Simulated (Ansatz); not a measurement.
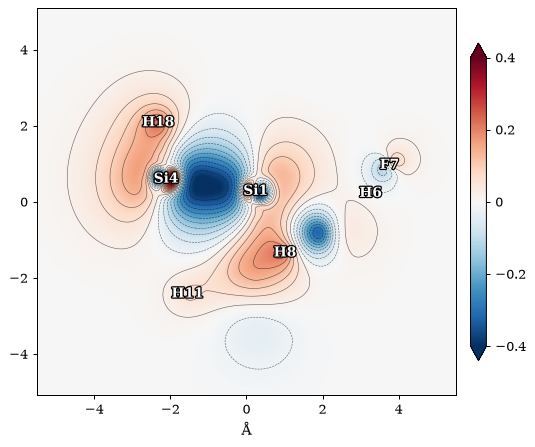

The picture shows: F3H11Si4. The HOMO on the plane of atoms Si1, Si4 and H18 (values in Å⁻³ᐟ²; the overall sign is arbitrary).

A transition-state structure; geometry: PBE0-D4/def2-TZVP.

Level of theory: RKS PBE0-D4/def2-TZVPP (Ansatz).

Input

```
crystal:
  periodic: [false, false, false]
  atoms:
    - {symbol: Si, position_ang: [-0.196068, -0.310481, 0.547448]}
    - {symbol: Si, position_ang: [1.972124, -0.213499, -0.881263]}
    - {symbol: Si, position_ang: [-1.548579, 1.412291, -0.295386]}
    - {symbol: Si, position_ang: [-0.560823, -2.350485, -0.615975]}
    - {symbol: F, position_ang: [-0.491588, -0.877552, 2.014788]}
    - {symbol: H, position_ang: [-0.013074, 2.156729, 2.300246]}
    - {symbol: F, position_ang: [-0.786757, 2.662295, 2.463221]}
    - {symbol: H, position_ang: [1.408556, 0.508055, 0.618697]}
    - {symbol: F, position_ang: [1.030000, 1.057719, 1.663494]}
    - {symbol: H, position_ang: [3.140670, 0.707316, -0.850380]}
    - {symbol: H, position_ang: [2.424669, -1.623391, -0.840748]}
    - {symbol: H, position_ang: [1.140644, 0.066213, -2.077221]}
    - {symbol: H, position_ang: [-1.930058, 0.929707, -1.653325]}
    - {symbol: H, position_ang: [-0.805868, 2.686763, -0.423278]}
    - {symbol: H, position_ang: [-2.765468, 1.542672, 0.538948]}
    - {symbol: H, position_ang: [0.263222, -3.430973, -0.014247]}
    - {symbol: H, position_ang: [-0.277581, -2.261683, -2.071899]}
    - {symbol: H, position_ang: [-2.004121, -2.661695, -0.423218]}
basis:
  gaussian: {orbitals: def2-TZVPP}
hamiltonian: {xc: pbe0, dispersion: d4}
output: {orbitals: {seedname: orbitals}}
```

Launched as:

```sh
ansatz run in.yaml --threads 4 --pin off --events-out ev --progress --plain --max-ram 66560MiB --backend cuda --devices 0, --max-vram 37GiB
```

Question: Where does this orbital lie, and at what energy?

Answer: By Hirshfeld shares it lies mainly on Si4 (about 25 %), Si1 (about 25 %), Si3 (about 10 %), F9 (about 10 %) and Si2 (about 5 %). Its energy is −7.87 eV.
